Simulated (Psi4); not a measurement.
# PBE0/def2-SVP (sweep point 8) run of H2S2

Wanted: a geometry optimisation of H2S2. 

The results are computed with Psi4 1.11.

5 further runs of the same task are left out: 5 set aside as unsound or not needed.

### 1 The system as given

H2S2 has 4 atoms, charge 0, and is taken as a singlet. The shape is that of a GFN2-xTB optimisation. The run starts from this shape.

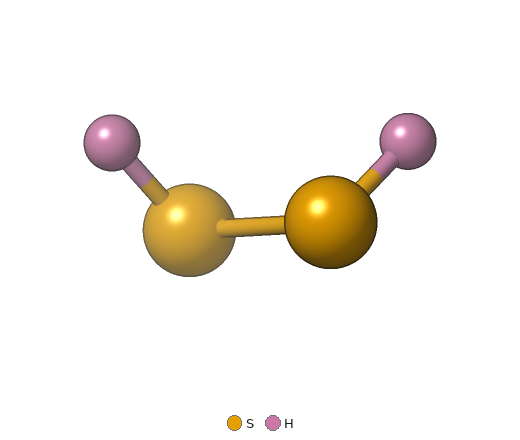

The structure, seen from a chosen angle (sulfur amber, hydrogen pink).

### 2 A structure relaxation at PBE0/def2-SVP (sweep point 8)

File h2s2.dat:

```
memory 1600 MB

molecule {
  0 1
  S     -0.427380    -0.511820    -0.893940
  S     -0.422510     0.717510     0.740680
  H      0.706880    -0.077850    -1.459730
  H      0.143010    -0.127830     1.612990
  symmetry c1
}

set basis def2-SVP
set puream true
set scf_type pk
set dft_radial_points 250
set dft_spherical_points 1202
set g_convergence gau_tight
set geom_maxiter 50

e = optimize("pbe0")
print_variables()
```

On the command line:

```bash
$ psi4 h2s2.dat h2s2.out -n 1
```

h2s2.out:

```text
Psi4 1.11 release

gradient() will perform analytic gradient computation.

   => Loading Basis Set <=

    Name: DEF2-SVP
    Role: ORBITAL
    Keyword: BASIS

         ---------------------------------------------------------
                                   SCF
                              RKS Reference
                        1 Threads,   1525 MiB Core
         ---------------------------------------------------------

  ==> Geometry <==

    Molecular point group: c1
    Full point group: C1

    Geometry (in Angstrom), charge = 0, multiplicity = 1:

       Center              X                  Y                   Z               Mass
    ------------   -----------------  -----------------  -----------------  -----------------
         S           -0.028406592247    -0.608379519583    -0.821993436948    31.972071174400
         S           -0.023536592247     0.620950480417     0.812626563052    31.972071174400
         H            1.105853407753    -0.174409519583    -1.387783436948     1.007825032230
         H            0.541983407753    -0.224389519583     1.684936563052     1.007825032230

  Running in c1 symmetry.

  Rotational constants: A =      4.94044  B =      0.23590  C =      0.23481 [cm^-1]
  Rotational constants: A = 148110.63294  B =   7072.11728  C =   7039.39673 [MHz]
  Nuclear repulsion =   85.558369925381200

  Charge       = 0
  Multiplicity = 1
  Electrons    = 34
  Nalpha       = 17
  Nbeta        = 17

  ==> Algorithm <==

  SCF Algorithm Type is PK.
  DIIS enabled.
  MOM disabled.
  Fractional occupation disabled.
  Guess Type is SAD.
  Energy threshold   = 1.00e-08
  Density threshold  = 1.00e-08
  Integral threshold = 1.00e-12

  ==> Primary Basis <==

  Basis Set: DEF2-SVP
    Blend: DEF2-SVP
    Number of shells: 22
    Number of basis functions: 46
    Number of Cartesian functions: 48
    Spherical Harmonics?: true
    Max angular momentum: 2

  ==> DFT Potential <==

   => LibXC <=

    Version 7.1.2

   => Composite Functional: PBE0 <=

    PBE0 Hyb-GGA Exchange-Correlation Functional

    Deriv               =              1
    GGA                 =           TRUE
    Meta                =          FALSE

    Exchange Hybrid     =           TRUE
    MP2 Hybrid          =          FALSE

   => Exchange Functionals <=

    0.7500   Perdew, Burke & Ernzerhof

   => Exact (HF) Exchange <=

    0.2500               HF

   => Correlation Functionals <=

    1.0000   Perdew, Burke & Ernzerhof

   => LibXC Density Thresholds  <==

    XC_HYB_GGA_XC_PBEH:  1.00E-15

   => Molecular Quadrature <=

    Radial Scheme          =       TREUTLER
    Pruning Scheme         =           NONE
    Nuclear Scheme         =       TREUTLER

    Blocking Scheme        =         OCTREE
    BS radius alpha        =              1
    Pruning alpha          =              1
    Radial Points          =            250
    Spherical Points       =           1202
    Total Points           =        1114697
    Total Blocks           =           7363
    Max Points             =            256
    Max Functions          =             45
    Weights Tolerance      =       1.00E-15

  ==> Integral Setup <==

  Using in-core PK algorithm.
   Calculation information:
      Number of atoms:                   4
      Number of AO shells:              22
      Number of primitives:             46
      Number of atomic orbitals:        48
      Number of basis functions:        46

      Integral cutoff                 1.00e-12
      Number of threads:                 1

  Performing in-core PK
  Using 1169642 doubles for integral storage.
  We computed 30799 shell quartets total.
  Whereas there are 32131 unique shell quartets.

  ==> DiskJK: Disk-Based J/K Matrices <==

    J tasked:                  Yes
    K tasked:                  Yes
    wK tasked:                  No
    Memory [MiB]:               34
    Schwarz Cutoff:          1E-12

  Cached 50.0% of DFT collocation blocks in 0.609 [GiB].

  Minimum eigenvalue in the overlap matrix is 2.1507357427E-02.
  Reciprocal condition number of the overlap matrix is 5.8665183014E-03.
    Using symmetric orthogonalization.

  ==> Pre-Iterations <==

  SCF Guess: Superposition of Atomic Densities via on-the-fly atomic UHF (no occupation information).

   -------------------------
    Irrep   Nso     Nmo
   -------------------------
     A         46      46
   -------------------------
    Total      46      46
   -------------------------

  ==> Iterations <==

                        Total Energy        Delta E     RMS |[F,P]|

   @RKS iter SAD:  -796.93238412384039   -7.96932e+02   0.00000e+00
   @RKS iter   1:  -797.02041245043711   -8.80283e-02   4.68738e-03 ADIIS/DIIS
   @RKS iter   2:  -797.03533570068612   -1.49233e-02   3.02359e-03 ADIIS/DIIS
   @RKS iter   3:  -797.04584787748570   -1.05122e-02   4.15736e-04 ADIIS/DIIS
   @RKS iter   4:  -797.04608284342919   -2.34966e-04   5.68799e-05 DIIS
   @RKS iter   5:  -797.04608718742509   -4.34400e-06   5.76222e-06 DIIS
   @RKS iter   6:  -797.04608723565275   -4.82277e-08   1.31128e-06 DIIS
   @RKS iter   7:  -797.04608723806189   -2.40914e-09   2.04105e-07 DIIS
   @RKS iter   8:  -797.04608723812248   -6.05951e-11   6.49242e-08 DIIS
   @RKS iter   9:  -797.04608723812669   -4.20641e-12   1.34371e-08 DIIS
   @RKS iter  10:  -797.04608723812760   -9.09495e-13   8.61775e-09 DIIS
  Energy and wave function converged.

  ==> Post-Iterations <==

   Electrons on quadrature grid:
      Ntotal   =   33.9999999917 ; deviation = -8.291e-09

    Orbital Energies [Eh]
    ---------------------

    Doubly Occupied:

[... 15 lines left out ...]
    Final Occupation by Irrep:
[... 11 lines left out ...]
    Two-Electron Energy =                 427.5588883886415488
[... 3 lines left out ...]
    Total Energy =                       -797.0460872381275976
[... 77 lines left out ...]
    Weights Tolerance      =       1.00E-15
[... 56 lines left out ...]
	  Convergence Criteria              o    1.50e-05 *    1.00e-05 *    6.00e-05 *    4.00e-05 *~
[... 136 lines left out ...]
   @RKS iter   1:  -797.04642267691509   -1.67505e-02   2.73471e-04 ADIIS/DIIS
[... 3 lines left out ...]
   @RKS iter   5:  -797.04653059196642   -9.82209e-08   7.17100e-07 DIIS
[... 3 lines left out ...]
   @RKS iter   9:  -797.04653059317548   -1.25056e-12   1.99364e-09 DIIS
[... 17 lines left out ...]
    Nuclear Repulsion Energy =             84.7513895445032688
[... 3 lines left out ...]
    Empirical Dispersion Energy =           0.0000000000000000
[... 17 lines left out ...]
 Dipole Y            :          0.2748008           -0.4155127           -0.1407119
[... 92 lines left out ...]
	Measures of convergence in internal coordinates in au.
[... 109 lines left out ...]
                        Total Energy        Delta E     RMS |[F,P]|
[... 4 lines left out ...]
   @RKS iter   3:  -797.04662021177614   -1.67363e-05   1.58756e-05 DIIS
[... 3 lines left out ...]
   @RKS iter   7:  -797.04662059191639   -3.97904e-11   3.22838e-08 DIIS
[... 14 lines left out ...]
  @RKS Final Energy:  -797.04662059191821
[... 6 lines left out ...]
    DFT Exchange-Correlation Energy =     -39.1361619359790751
[... 17 lines left out ...]
 Dipole X            :         -1.0588384            1.6079341            0.5490956
[... 91 lines left out ...]
	                                 ==> Convergence Check <==
[... 75 lines left out ...]
    Weights Tolerance      =       1.00E-15
[... 39 lines left out ...]
   @RKS iter   2:  -797.04666614739176   -2.76199e-06   2.70220e-05 DIIS
[... 3 lines left out ...]
   @RKS iter   6:  -797.04666720225532   -1.31990e-10   8.86073e-08 DIIS
[... 9 lines left out ...]
    Final Occupation by Irrep:
[... 11 lines left out ...]
    Two-Electron Energy =                 426.5046741461002284
[... 3 lines left out ...]
    Total Energy =                       -797.0466672022678267
[... 58 lines left out ...]
    Weights Tolerance      =       1.00E-15
[... 56 lines left out ...]
	  Convergence Criteria              o    1.50e-05 *    1.00e-05 *    6.00e-05 *    4.00e-05 *
[... 87 lines left out ...]
   @RKS iter   1:  -797.04666932842736    5.91549e-05   9.86821e-06 DIIS
[... 3 lines left out ...]
   @RKS iter   5:  -797.04666947852252   -3.47882e-11   1.67533e-08 DIIS
[... 14 lines left out ...]
  @RKS Final Energy:  -797.04666947852184
[... 6 lines left out ...]
    DFT Exchange-Correlation Energy =     -39.1382459095091946
[... 17 lines left out ...]
 Dipole X            :         -1.0770176            1.6344448            0.5574272
[... 91 lines left out ...]
	                                 ==> Convergence Check <==
[... 75 lines left out ...]
    Weights Tolerance      =       1.00E-15
[... 21 lines left out ...]
   @RKS iter   2:  -797.04666958955522   -3.50326e-09   1.78255e-06 DIIS
[... 3 lines left out ...]
  Energy and wave function converged.
[... 37 lines left out ...]
    One-Electron Energy =               -1268.8092770979153556
[... 3 lines left out ...]
    VV10 Nonlocal Energy =                  0.0000000000000000
[... 17 lines left out ...]
 Dipole Z            :         -0.1934529            0.2935767            0.1001238
[... 2 lines left out ...]
 ------------------------------------------------------------------------------------

	total time  =         11 seconds =       0.18 minutes

         ------------------------------------------------------------
                                   SCF GRAD
         ------------------------------------------------------------

  ==> Geometry <==

    Molecular point group: c1
    Full point group: C1

    Geometry (in Angstrom), charge = 0, multiplicity = 1:

       Center              X                  Y                   Z               Mass
    ------------   -----------------  -----------------  -----------------  -----------------
         S           -0.025079282713    -0.603843567351    -0.842244374536    31.972071174400
         S           -0.029930595527     0.617175647315     0.832364206523    31.972071174400
         H            1.151726312214    -0.196877817236    -1.377885301657     1.007825032230
         H            0.593397777917    -0.226066836730     1.691322083664     1.007825032230

  Nuclear repulsion =   84.453528223835534

   => Molecular Quadrature <=

    Radial Scheme          =       TREUTLER
    Pruning Scheme         =           NONE
    Nuclear Scheme         =       TREUTLER

    Blocking Scheme        =         OCTREE
    BS radius alpha        =              1
    Pruning alpha          =              1
    Radial Points          =            250
    Spherical Points       =           1202
    Total Points           =        1114812
    Total Blocks           =           7356
    Max Points             =            256
    Max Functions          =             45
    Weights Tolerance      =       1.00E-15

  -Total Gradient:
     Atom            X                  Y                   Z
    ------   -----------------  -----------------  -----------------
       1        0.000000809521     0.000006410453     0.000007102067
       2       -0.000000092812    -0.000006360207    -0.000006978945
       3       -0.000000694474    -0.000000571999     0.000000488871
       4       -0.000000048146     0.000000527743    -0.000000616420

	total time  =          3 seconds =       0.05 minutes

    			-----------------------------------------

    			 OPTKING 3.0: for geometry optimizations

    			        with contributions from

    			-----------------------------------------

	                            ===> Fragment 1 <==

	 Z (Atomic Numbers)          Masses                          Geom
	      16.000000            31.972071         -0.04739298 -1.14109896 -1.59161120
	      16.000000            31.972071         -0.05656063  1.16629294  1.57294039
	       1.000000             1.007825          2.17644730 -0.37204515 -2.60382585
	       1.000000             1.007825          1.12135928 -0.42720441  3.19613553

	 - Coordinate -           - BOHR/RAD -       - ANG/DEG -
	 R(1,2)           =         3.916443           2.072493
	 R(1,3)           =         2.561540           1.355509
	 R(2,4)           =         2.561541           1.355509
	 B(1,2,4)         =         1.715746          98.304981
	 B(2,1,3)         =         1.715748          98.305106
	 D(3,1,2,4)       =        -1.588246         -90.999810

	        --- Internal Coordinate Step in ANG or DEG, aJ/ANG or AJ/DEG ---
	-------------------------------------------------------------------------------
	           Coordinate      Previous         Force          Change          New
	           ----------      --------        ------          ------        ------
	               R(1,2)       2.07249        0.00008        0.00003       2.07252
	               R(1,3)       1.35551        0.00001        0.00000       1.35551
	               R(2,4)       1.35551        0.00001        0.00000       1.35551
	             B(1,2,4)      98.30498        0.00000       -0.00063      98.30435
	             B(2,1,3)      98.30511       -0.00000       -0.00078      98.30433
	           D(3,1,2,4)     -90.99981       -0.00000       -0.00258     -91.00239
	-------------------------------------------------------------------------------

	                                 ==> Convergence Check <==

	Measures of convergence in internal coordinates in au.

	Criteria marked as inactive (o), active & met (*), and active & unmet ( ).

	----------------------------------------------------------------------------------------------
	   Step    Total Energy     Delta E     Max Force     RMS Force      Max Disp      RMS Disp
	----------------------------------------------------------------------------------------------
	  Convergence Criteria              o    1.50e-05 *    1.00e-05 *    6.00e-05 *    4.00e-05 *
	----------------------------------------------------------------------------------------------
	     6    -797.04666959   -1.15e-07 o    9.51e-06 *    3.94e-06 *    5.74e-05 *    3.06e-05 *  ~
	----------------------------------------------------------------------------------------------

Next Geometry in Ang
	Fragment 1 (Ang)

	    S  -0.0250731321  -0.6038618360  -0.8422505747
	    S  -0.0299183260   0.6171887249   0.8323727410
	    H   1.1517208465  -0.1968693708  -1.3778993818
	    H   0.5933848235  -0.2260700921   1.6913338294

    Final optimized geometry and variables:
    Molecular point group: c1
    Full point group: C1

    Geometry (in Angstrom), charge = 0, multiplicity = 1:

    S           -0.025079282713    -0.603843567351    -0.842244374536
    S           -0.029930595527     0.617175647315     0.832364206523
    H            1.151726312214    -0.196877817236    -1.377885301657
    H            0.593397777917    -0.226066836730     1.691322083664

  Variable Map:
  ----------------------------------------------------------------------------
  "CURRENT ENERGY"              =>    -797.046669593720
  "CURRENT REFERENCE ENERGY"    =>    -797.046669593720
  "DD SOLVATION ENERGY"         =>       0.000000000000
  "DFT FUNCTIONAL TOTAL ENERGY" =>    -797.046669593720
  "DFT TOTAL ENERGY"            =>    -797.046669593720
  "DFT VV10 ENERGY"             =>       0.000000000000
  "DFT XC ENERGY"               =>     -39.138215993743
  "GRID ELECTRONS ALPHA"        =>      16.999999996310
  "GRID ELECTRONS BETA"         =>      16.999999996310
  "GRID ELECTRONS TOTAL"        =>      33.999999992620
  "NUCLEAR REPULSION ENERGY"    =>      84.453528223836
  "ONE-ELECTRON ENERGY"         =>   -1268.809277097915
  "OPTIMIZATION ITERATIONS"     =>       6.000000000000
  "PCM POLARIZATION ENERGY"     =>       0.000000000000
  "PE ENERGY"                   =>       0.000000000000
  "SCF ITERATION ENERGY"        =>    -797.046669593720
  "SCF ITERATIONS"              =>       5.000000000000
  "SCF TOTAL ENERGY"            =>    -797.046669593720
  "TWO-ELECTRON ENERGY"         =>     426.447295274102
  "XC GRID RADIAL POINTS"       =>     250.000000000000
  "XC GRID SPHERICAL POINTS"    =>    1202.000000000000
  "XC GRID TOTAL POINTS"        => 1114812.000000000000

  Array Variable Map:
  ----------------------------------------------------------------------------
  "CURRENT DIPOLE"              =>       0.557455026319 ... 0.100123783398 1 by 3
  "CURRENT GRADIENT"            =>       0.000000809521 ... -0.000000616420 4 by 3
  "DFT TOTAL GRADIENT"          =>       0.000000809521 ... -0.000000616420 4 by 3
  "SCF DIPOLE"                  =>       0.557455026319 ... 0.100123783398 1 by 3
  "SCF TOTAL ENERGIES"          =>    -797.046638668604 ... -797.046669593720 1 by 6
  "SCF TOTAL GRADIENT"          =>       0.000000809521 ... -0.000000616420 4 by 3

    Psi4 run time: 0:01:50.82

[set-up sections that repeat, and orbital energies of the middle runs, are left out above]
```

On the terminal:

```text
Optimizer: Optimization complete!
```

Wall time 1.9 min (1 thread of Intel Xeon Platinum 8488C (Sapphire Rapids), shared host); peak memory 1.1 GiB.

Steps, from the record of the run:

| step | energy from the first frame kept (eV) | largest force (eV/Å) |
| --- | --- | --- |
| 0 | 0.0000 | 0.5804 |
| 1 | -0.0121 | 0.1576 |
| 2 | -0.0145 | 0.1163 |
| 3 | -0.0158 | 0.0427 |
| 4 | -0.0158 | 0.0082 |
| 5 | -0.0158 | 0.0005 |

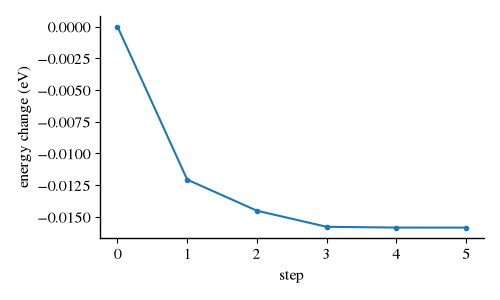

Energy along the run.

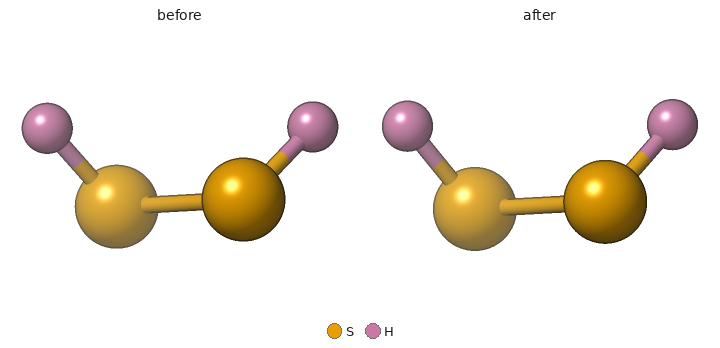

Before and after, at one scale.

After the run. Bond lengths: S1–S2 2.072 Å, S1–H3 1.356 Å, S2–H4 1.356 Å. Angles: S1–S2–H4 98.3°, S2–S1–H3 98.3°.

### 3 What came out

Level: PBE0/def2-SVP (sweep point 8).

```
               quantity          value
total energy at the end  -797.04667 Eh
          dipole moment         1.48 D
            HOMO energy       -7.42 eV
            LUMO energy       -0.71 eV
          HOMO–LUMO gap        6.70 eV
```

What this shows: At the final geometry: Bond lengths: S1–S2 2.072 Å, S1–H3 1.356 Å, S2–H4 1.356 Å. Angles: S1–S2–H4 98.3°, S2–S1–H3 98.3°. The optimisation took 6 steps and changed the energy by -0.016 eV.
